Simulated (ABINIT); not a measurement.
# BaTiO3 (P4mm): a self-consistent loop beyond G0W0, cycle by cycle

How far does self-consistency move the gap of BaTiO3 (P4mm)?

Program: ABINIT 10.8.3. Level of theory: PBE and many-body steps on it, plane waves. Results are calculated unless marked as measured.

## 1. Starting point

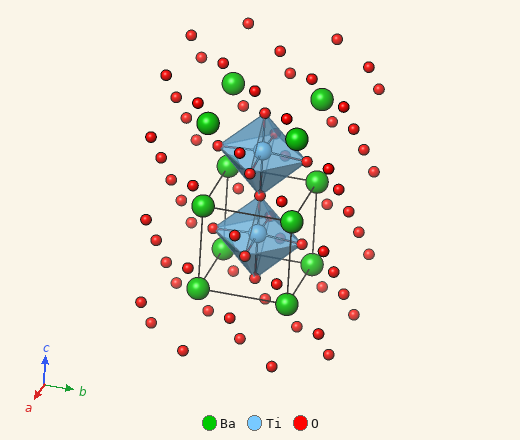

Start, viewed from a free direction; barium green, titanium blue, oxygen red. 1×1×2 cells are drawn. Some periodic images of atoms are drawn too.

The cell and positions come from the Crystallography Open Database and are kept as given unless a step says otherwise. Spin-orbit coupling is left out unless a step names it.

## 2. Empty states on the mesh, 4×4×4 mesh, 85 bands

This step: ABINIT 10.8.3; DFT, PBE, plane waves, norm-conserving pseudopotentials.

The sums over transitions need many empty states on a uniform mesh; this step solves for them.

The input, run.abi:

```
acell 3*1.0 Angstrom
rprim 
  3.990480000000 0.000000000000 0.000000000000
  0.000000000000 3.990480000000 0.000000000000
  0.000000000000 0.000000000000 4.023030000000
ntypat 3
znucl 56 22 8
natom 5
typat 1 2 3 3 3
xred 
  0.000000000000 0.000000000000 0.000000000000
  0.500000000000 0.500000000000 0.522000000000
  0.500000000000 0.500000000000 0.979000000000
  0.500000000000 0.000000000000 0.488000000000
  0.000000000000 0.500000000000 0.488000000000
pp_dirpath "pseudos"
pseudos "Ba.upf, Ti.upf, O.upf"
ecut 38
ngkpt 4 4 4
nshiftk 1
shiftk 0 0 0
kptopt 1
chksymbreak 0
iscf -2
irdden 1
istwfk *1
nband 85
nbdbuf 6
tolwfr 1e-09
nstep 60
prtvol 0
indata_prefix "in"
outdata_prefix "out"
tmpdata_prefix "tmp"
```

Launch:

```sh
> OMP_NUM_THREADS=1 mpirun -n 4 abinit run.abi > log
```

Numbers of over 12 decimals in the logs are rounded to 6 here.

Output:

```text
.Version 10.8.3 of ABINIT. v10.8.2 released Aug 2026.

 Symmetries : space group P4 m m (# 99); Bravais tP (primitive tetrag.)
[... echo of the input left out ...]
== DATASET  1 ==================================================================
-   mpi_nproc: 4, omp_nthreads: 1 (-1 if OMP is not activated)

--- !DatasetInfo
iteration_state: {dtset: 1, }
dimensions: {natom: 5, nkpt: 18, mband: 85, nsppol: 1, nspinor: 1, nspden: 1, mpw: 4868, }
cutoff_energies: {ecut:  38.0, pawecutdg:  -1.0, }
[...]
1.59815    1.62078    1.64048    1.64124    1.64124    1.76859    1.81731    1.82792
   1.83685    1.83685    1.85902    1.85902    1.88221    1.88323    1.89032    1.89032
   1.91814    1.92260    1.94268    1.94268    2.04117
 prteigrs : prtvol=0 or 1, do not print more k-points.

== END DATASET(S) ==============================================================
================================================================================

 -outvars: echo values of variables after computation  --------
            nband          85
             nkpt          18
          spgroup          99
 [... the other variables as echoed above ...]

 Calculation completed.
```

The job ended after 52 s (4 MPI ranks of Arm Neoverse V2, shared host; peak memory 0.39 GiB; 3.4 min of CPU time).

This step gave:

| Quantity | Value |
| --- | --- |
| gap | 1.851 eV |
| k of the valence top | 0.5, 0.5, 0.5 |
| k of the conduction bottom | 0, 0, 0 |
| least direct gap | 2.222 eV |
| k points computed | 18 |
| lowest point of the top converged band, above the valence top | 44.60 eV |

On this mesh the gap is 1.851 eV.

The density comes from a self-consistent run that is not shown.

## 3. Screening, 4×4×4 mesh, 79 bands, screening to 106.1 eV

The RPA dielectric matrix is built and inverted for each q.

This step: RPA screening on PBE, plane waves, norm-conserving pseudopotentials.

Changes to run.abi since step 2:

```diff
@@ -23,10 +23,11 @@
 chksymbreak 0
-iscf -2
-irdden 1
 istwfk *1
-nband 85
-nbdbuf 6
-tolwfr 1e-09
-nstep 60
-prtvol 0
+occopt 1
+irdwfk 1
+optdriver 3
+nband 79
+ecuteps 3.9
+inclvkb 2
+awtr 1
+symchi 1
 indata_prefix "in"
```

Output:

```text
.Version 10.8.3 of ABINIT. v10.8.2 released Aug 2026.

 Symmetries : space group P4 m m (# 99); Bravais tP (primitive tetrag.)
[... echo of the input left out ...]
== DATASET  1 ==================================================================
-   mpi_nproc: 4, omp_nthreads: 1 (-1 if OMP is not activated)

--- !DatasetInfo
iteration_state: {dtset: 1, }
dimensions: {natom: 5, nkpt: 18, mband: 79, nsppol: 1, nspinor: 1, nspden: 1, mpw: 4868, }
cutoff_energies: {ecut:  38.0, pawecutdg:  -1.0, }
electrons: {nelect:   4.00000000E+01, charge:   0.00000000E+00, occopt:   1.00000000E+00, tsmear:   1.00000000E-02, }

 SCREENING: Calculation of the susceptibility and dielectric matrices

 Based on a program developped by R.W. Godby, V. Olevano, G. Onida, and L. Reining.
 Incorporated in ABINIT by V. Olevano, G.-M. Rignanese, and M. Torrent.
.Using double precision arithmetic ; gwpc =  8

[... cell and pseudopotentials left out ...]
--------------------------------------------------------------------------------

 ==== K-mesh for the wavefunctions ====
 Number of points in the irreducible wedge :    18
[... list of points left out ...]
 Together with  8 symmetry operations and time-reversal symmetry
 yields    64 points in the full Brillouin Zone.

 ==== Q-mesh for the screening function ====
 Number of points in the irreducible wedge :    18
[... list of points left out ...]
 Together with  8 symmetry operations and time-reversal symmetry
 yields    64 points in the full Brillouin Zone.

 setmesh: FFT mesh size selected  =    27x   27x   27
          total number of points  =        19683

 vcoul_init : cutoff-mode = AUXILIARY_FUNCTION
 q-points for optical limit:   1
     1)      0.000010    0.000020    0.000030

- screening: taking advantage of time-reversal symmetry
- Maximum band index for partially occupied states nbvw = 20
- Remaining bands to be divided among processors   nbcw = 59
- Number of bands treated by each node ~14

 Number of electrons calculated from density =   40.0000; Expected =   40.0000
 average of density, n =  0.092525
 r_s =    1.3716
 omega_plasma =   29.3417 [eV]

 calculating chi0 at frequencies [eV] :
  1    0.000000E+00    0.000000E+00
  2    0.000000E+00    2.934172E+01

--------------------------------------------------------------------------------
  q-point number  1        q = ( 0.000000, 0.000000, 0.000000) [r.l.u.]
--------------------------------------------------------------------------------
[... chi0 elements left out ...]
 For q-point:  0.000010 0.000020 0.000030
  dielectric constant =   5.8016
  dielectric constant without local fields =   6.4134

  Average fulfillment of the sum rule on Im[epsilon] for q-point    1 :     51.65  [%]
[... wings left out ...]
  q-point number  2        q = ( 0.250000, 0.000000, 0.000000) [r.l.u.]
--------------------------------------------------------------------------------
[... chi0 elements left out ...]
  Average fulfillment of the sum rule on Im[epsilon] for q-point    2 :     67.76  [%]

 [... 16 further q-points ...]
```

Wall time 76 s (4 MPI ranks); peak memory 1.3 GiB; 5.1 min of CPU time.

This step gave:

```
ε∞ with local fields, on this mesh, along the program's q direction : 5.802
the same without local fields                                       : 6.413
plasma frequency                                                    : 29.34 eV
plane waves in the screening matrix                                 : 171
```

Local fields lower ε∞ by 10 %. On a Γ-centred mesh this coarse the value itself is usually too large, while a short band sum pulls it down.

## 4. G0W0

The self-energy is evaluated for the states that the input lists, and the levels follow from it, in one-shot runs by the linearised quasiparticle equation.

This step: G0W0 on PBE, plane waves, norm-conserving pseudopotentials.

Changes to run.abi since step 3:

```diff
@@ -26,8 +26,17 @@
 irdwfk 1
-optdriver 3
+optdriver 4
 nband 79
+gwcalctyp 0
+ecutsigx 38
+symsigma 1
+nkptgw 2
+kptgw 
+  0.5000000000 0.5000000000 0.5000000000
+  0.0000000000 0.0000000000 0.0000000000
+bdgw 
+  18 23
+  19 23
 ecuteps 3.9
-inclvkb 2
-awtr 1
-symchi 1
+irdscr 1
+ppmodel 1
 indata_prefix "in"
```

Output:

```text
.Version 10.8.3 of ABINIT. v10.8.2 released Aug 2026.

 Symmetries : space group P4 m m (# 99); Bravais tP (primitive tetrag.)
[... echo of the input left out ...]
== DATASET  1 ==================================================================
-   mpi_nproc: 4, omp_nthreads: 1 (-1 if OMP is not activated)

--- !DatasetInfo
iteration_state: {dtset: 1, }
dimensions: {natom: 5, nkpt: 18, mband: 79, nsppol: 1, nspinor: 1, nspden: 1, mpw: 4868, }
cutoff_energies: {ecut:  38.0, pawecutdg:  -1.0, }
electrons: {nelect:   4.00000000E+01, charge:   0.00000000E+00, occopt:   1.00000000E+00, tsmear:   1.00000000E-02, }

 SIGMA: Calculation of the GW corrections

 Based on a program developped by R.W. Godby, V. Olevano, G. Onida, and L. Reining.
 Incorporated in ABINIT by V. Olevano, G.-M. Rignanese, and M. Torrent.
.Using double precision arithmetic ; gwpc =  8

[... cell and pseudopotentials left out ...]
--------------------------------------------------------------------------------

 ==== K-mesh for the wavefunctions ====
 Number of points in the irreducible wedge :    18
[... list of points left out ...]
 Together with  8 symmetry operations and time-reversal symmetry
 yields    64 points in the full Brillouin Zone.

 ==== Q-mesh for screening function ====
 Number of points in the irreducible wedge :    18
[... list of points left out ...]
 Together with  8 symmetry operations and time-reversal symmetry
 yields    64 points in the full Brillouin Zone.

 vcoul_init : cutoff-mode = AUXILIARY_FUNCTION
 q-points for optical limit:   1
     1)      0.000010    0.000020    0.000030
 setmesh: FFT mesh size selected  =    45x   45x   45
          total number of points  =        91125

 Number of electrons calculated from density =   40.0000; Expected =   40.0000
 average of density, n =  0.092525
 r_s =    1.3716
 omega_plasma =   29.3417 [eV]

 === KS Band Gaps ===
  >>>> For spin  1
   Minimum direct gap =   2.2217 [eV], located at k-point      :   0.0000  0.0000  0.0000
   Fundamental gap    =   1.8512 [eV], Top of valence bands at :   0.5000  0.5000  0.5000
                                       Bottom of conduction at :   0.0000  0.0000  0.0000
 SIGMA fundamental parameters:
 PLASMON POLE MODEL  1
 number of plane-waves for SigmaX                 4865
 number of plane-waves for SigmaC and W            171
 number of plane-waves for wavefunctions          4865
 number of bands                                    79
 number of independent spin polarizations            1
 number of spinorial components                      1
 number of k-points in IBZ                          18
 number of q-points in IBZ                          18
 number of symmetry operations                       8
 number of k-points in BZ                           64
 number of q-points in BZ                           64
 number of frequencies for dSigma/dE                 9
 frequency step for dSigma/dE [eV]                0.25
 number of omega for Sigma on real axis              0
 max omega for Sigma on real axis  [eV]           0.00
 zcut for avoiding poles [eV]                     0.10

 EPSILON^-1 parameters (SCR file):
 dimension of the eps^-1 matrix on file            171
 dimension of the eps^-1 matrix used               171
 number of plane-waves for wavefunctions          4865
 number of bands                                    79
 number of q-points in IBZ                          18
 number of frequencies                               2
 number of real frequencies                          1
 number of imag frequencies                          1

 matrix elements of self-energy operator (all in [eV])

 Perturbative Calculation

--- !SelfEnergy_ee
iteration_state: {dtset: 1, }
kpoint     : [   0.500,    0.500,    0.500, ]
spin       : 1
KS_gap     :    4.248
QP_gap     :    6.169
Delta_QP_KS:    1.922
data: !SigmaeeData |
     Band     E0 <VxcDFT>   SigX SigC(E0)      Z dSigC/dE  Sig(E)    E-E0       E
       18   6.542 -19.963 -24.993   5.221   0.767  -0.304 -19.817   0.146   6.688
       19   6.542 -19.963 -24.993   5.221   0.767  -0.304 -19.817   0.146   6.688
       20   6.718 -20.008 -25.051   5.272   0.766  -0.306 -19.832   0.175   6.893
       21  10.965 -21.853 -13.090  -5.951   0.746  -0.341 -19.756   2.097  13.063
       22  10.977 -21.854 -13.211  -5.787   0.746  -0.340 -19.723   2.131  13.108
       23  10.977 -21.854 -13.211  -5.787   0.746  -0.340 -19.723   2.131  13.108

--- !SelfEnergy_ee
iteration_state: {dtset: 1, }
kpoint     : [   0.000,    0.000,    0.000, ]
spin       : 1
KS_gap     :    2.222
QP_gap     :    3.811
Delta_QP_KS:    1.590
data: !SigmaeeData |
     Band     E0 <VxcDFT>   SigX SigC(E0)      Z dSigC/dE  Sig(E)    E-E0       E
       19   6.347 -20.006 -24.534   4.746   0.772  -0.296 -19.838   0.168   6.515
       20   6.347 -20.006 -24.534   4.746   0.772  -0.296 -19.838   0.168   6.515
       21   8.569 -18.775 -11.365  -5.165   0.783  -0.277 -17.018   1.757  10.326
       22   8.936 -19.060 -12.059  -4.726   0.781  -0.280 -17.283   1.778  10.714
       23   8.936 -19.060 -12.059  -4.726   0.781  -0.280 -17.283   1.778  10.714

== END DATASET(S) ==============================================================
================================================================================

 -outvars: echo values of variables after computation  --------
           etotal      0.0000000000E+00
            nband          79
             nkpt          18
          spgroup          99
 [... the other variables as echoed above ...]

 Calculation completed.
```

Elapsed: 9.2 s, on 4 MPI ranks; peak memory 1.2 GiB.

This step gave:

```
G0W0 gap on the points computed              : 3.433 eV
starting gap on the mesh                     : 1.851 eV
k of the valence top                         : 0.5, 0.5, 0.5
k of the conduction bottom                   : 0, 0, 0
Z at the valence top                         : 0.766
Z at the conduction bottom                   : 0.783
least direct G0W0 gap on the computed points : 3.811 eV
```

The gap on the mesh goes from 1.85 eV to 3.43 eV, a correction of +1.58 eV.

## 5. evGW0, cycle 1

This step: evGW0 on PBE, plane waves, norm-conserving pseudopotentials.

Changes to run.abi since step 4:

```diff
@@ -28,12 +28,44 @@
 nband 79
-gwcalctyp 0
+gwcalctyp 10
 ecutsigx 38
 symsigma 1
-nkptgw 2
+nkptgw 18
 kptgw 
+  0.0000000000 0.0000000000 0.0000000000
+  0.2500000000 0.0000000000 0.0000000000
+  0.5000000000 0.0000000000 0.0000000000
+  0.2500000000 0.2500000000 0.0000000000
+  0.5000000000 0.2500000000 0.0000000000
+  0.5000000000 0.5000000000 0.0000000000
+  0.0000000000 0.0000000000 0.2500000000
+  0.2500000000 0.0000000000 0.2500000000
+  0.5000000000 0.0000000000 0.2500000000
+  0.2500000000 0.2500000000 0.2500000000
+  0.5000000000 0.2500000000 0.2500000000
+  0.5000000000 0.5000000000 0.2500000000
+  0.0000000000 0.0000000000 0.5000000000
+  0.2500000000 0.0000000000 0.5000000000
+  0.5000000000 0.0000000000 0.5000000000
+  0.2500000000 0.2500000000 0.5000000000
+  0.5000000000 0.2500000000 0.5000000000
   0.5000000000 0.5000000000 0.5000000000
-  0.0000000000 0.0000000000 0.0000000000
 bdgw 
-  18 23
-  19 23
+  12 24
+  12 24
+  12 24
+  12 24
+  12 24
+  12 24
+  12 24
+  12 24
+  12 24
+  12 24
+  12 24
+  12 24
+  12 24
+  12 24
+  12 24
+  12 24
+  12 24
+  12 24
 ecuteps 3.9
```

Output:

```text
.Version 10.8.3 of ABINIT. v10.8.2 released Aug 2026.

 Symmetries : space group P4 m m (# 99); Bravais tP (primitive tetrag.)
[... echo of the input left out ...]
== DATASET  1 ==================================================================
-   mpi_nproc: 4, omp_nthreads: 1 (-1 if OMP is not activated)

--- !DatasetInfo
iteration_state: {dtset: 1, }
dimensions: {natom: 5, nkpt: 18, mband: 79, nsppol: 1, nspinor: 1, nspden: 1, mpw: 4868, }
cutoff_energies: {ecut:  38.0, pawecutdg:  -1.0, }
electrons: {nelect:   4.00000000E+01, charge:   0.00000000E+00, occopt:   1.00000000E+00, tsmear:   1.00000000E-02, }

 SIGMA: Calculation of the GW corrections

 Based on a program developped by R.W. Godby, V. Olevano, G. Onida, and L. Reining.
 Incorporated in ABINIT by V. Olevano, G.-M. Rignanese, and M. Torrent.
.Using double precision arithmetic ; gwpc =  8

[... cell and pseudopotentials left out ...]
--------------------------------------------------------------------------------

 ==== K-mesh for the wavefunctions ====
 Number of points in the irreducible wedge :    18
[... list of points left out ...]
 Together with  8 symmetry operations and time-reversal symmetry
 yields    64 points in the full Brillouin Zone.

 ==== Q-mesh for screening function ====
 Number of points in the irreducible wedge :    18
[... list of points left out ...]
 Together with  8 symmetry operations and time-reversal symmetry
 yields    64 points in the full Brillouin Zone.

 vcoul_init : cutoff-mode = AUXILIARY_FUNCTION
 q-points for optical limit:   1
     1)      0.000010    0.000020    0.000030
 setmesh: FFT mesh size selected  =    45x   45x   45
          total number of points  =        91125

 Number of electrons calculated from density =   40.0000; Expected =   40.0000
[...]
spin       : 1
KS_gap     :    4.106
QP_gap     :    6.018
Delta_QP_KS:    1.912
data: !SigmaeeData |
     Band     E_DFT   <VxcDFT>   E(N-1)  <Hhartree>   SigX  SigC[E(N-1)]    Z     dSigC/dE  Sig[E(N)]  DeltaE  E(N)_pert E(N)_diago
[...]
--- !SelfEnergy_ee
iteration_state: {dtset: 1, }
kpoint     : [   0.500,    0.500,    0.500, ]
spin       : 1
KS_gap     :    4.248
QP_gap     :    6.169
Delta_QP_KS:    1.922
data: !SigmaeeData |
     Band     E_DFT   <VxcDFT>   E(N-1)  <Hhartree>   SigX  SigC[E(N-1)]    Z     dSigC/dE  Sig[E(N)]  DeltaE  E(N)_pert E(N)_diago
[...]
23    10.977   -21.854    10.977    32.831   -13.211    -5.787     0.746    -0.340   -19.723     2.131    13.108    13.833
       24    13.190   -13.536    13.190    26.727    -8.071    -4.071     0.828    -0.208   -12.381     1.155    14.345    14.585

 New Fermi energy :        3.263449E-01 Ha ,    8.880297E+00 eV

 === QP Band Gaps ===
  >>>> For spin  1
   Minimum direct gap =   4.2492 [eV], located at k-point      :   0.0000  0.0000  0.0000
   Fundamental gap    =   3.8668 [eV], Top of valence bands at :   0.5000  0.5000  0.5000
                                       Bottom of conduction at :   0.0000  0.0000  0.0000

 writing QP data on file : out_QPS

 Convergence of QP corrections
 >>>>> For spin  1 <<<<<
.  kptgw no:  1; Maximum DeltaE = (  -0.214  -0.001) for band index: 13
.  kptgw no:  2; Maximum DeltaE = (  -0.254   0.000) for band index: 13
.  kptgw no:  3; Maximum DeltaE = (  -0.303  -0.000) for band index: 13
[...]
.  kptgw no: 17; Maximum DeltaE = (  -0.330  -0.001) for band index: 12
.  kptgw no: 18; Maximum DeltaE = (   1.900  -0.000) for band index: 11

== END DATASET(S) ==============================================================
================================================================================

 -outvars: echo values of variables after computation  --------
           etotal      0.0000000000E+00
            nband          79
             nkpt          18
          spgroup          99
 [... the other variables as echoed above ...]

 Calculation completed.
```

Elapsed: 3.8 min, on 4 MPI ranks; peak memory 2.3 GiB; 15 min of CPU time.

Numbers from this step:

```
quasiparticle gap on the mesh                         : 3.867 eV
gap of the density functional on the mesh             : 1.851 eV
k of the valence top                                  : 0.5, 0.5, 0.5
k of the conduction bottom                            : 0, 0, 0
Z at the valence top                                  : 0.766
Z at the conduction bottom                            : 0.783
least direct quasiparticle gap on the computed points : 4.249 eV
```

Against G0W0 in ABINIT (4×4×4 mesh, 79 bands, screening to 106.1 eV, Godby-Needs plasmon pole), the gap moves by +0.434 eV. This first cycle still uses the starting levels; it takes the full correction, at all points of the mesh, and its linearised value is 3.433 eV.

## 6. evGW0, cycle 2

The corrected levels of the last cycle go back in.

Changes to run.abi since step 5:

```diff
@@ -73,2 +73,3 @@
 ppmodel 1
+irdqps 1
 indata_prefix "in"
```

Output:

```text
.Version 10.8.3 of ABINIT. v10.8.2 released Aug 2026.

 Symmetries : space group P4 m m (# 99); Bravais tP (primitive tetrag.)
[... echo of the input left out ...]
== DATASET  1 ==================================================================
-   mpi_nproc: 4, omp_nthreads: 1 (-1 if OMP is not activated)

--- !DatasetInfo
iteration_state: {dtset: 1, }
dimensions: {natom: 5, nkpt: 18, mband: 79, nsppol: 1, nspinor: 1, nspden: 1, mpw: 4868, }
cutoff_energies: {ecut:  38.0, pawecutdg:  -1.0, }
[...]
.  kptgw no:  3; Maximum DeltaE = (   0.069  -0.004) for band index: 13
[...]
.  kptgw no: 17; Maximum DeltaE = (   0.001  -0.001) for band index: 13
.  kptgw no: 18; Maximum DeltaE = (  -0.274  -0.001) for band index: 11

== END DATASET(S) ==============================================================
================================================================================

 -outvars: echo values of variables after computation  --------
           etotal      0.0000000000E+00
            nband          79
             nkpt          18
          spgroup          99
 [... the other variables as echoed above ...]

 Calculation completed.
```

Wall time 3.8 min (4 MPI ranks); peak memory 2.3 GiB; 15 min of CPU time.

Numbers from this step:

```
quasiparticle gap on the mesh                         : 3.820 eV
gap of the density functional on the mesh             : 1.851 eV
k of the valence top                                  : 0.5, 0.5, 0.5
k of the conduction bottom                            : 0, 0, 0
least direct quasiparticle gap on the computed points : 4.194 eV
```

Against the cycle before, the gap moves by −0.047 eV.

(Part 1 of 3 ends here.)

[Paths, hosts, dates, memory and timing lines, banners, echoed tables and standing remarks are left out of the program output.]

[Logs are printed without paths, hosts, clocks, repeated set-up lines and the standing remarks that a program may print on its own settings, such as how far it seeks lower states.]

[Runs of the session that timed out or met a known fault of the program may be left out.]

[Hosts, paths, dates, database ids (printed as entryN), source tags and the programs' standing remarks are cut or masked in the printed files.]

[G0W0 gaps are taken among the corrected bands and points alone; a level outside them can change the order at an edge.]

[Where Ansatz stands beside ABINIT at settings called matched, ABINIT's density can come from a denser mesh and the files from another edition; pairs whose starting gaps differed by over 0.03 eV were left out, so agreement reads better than it is.]
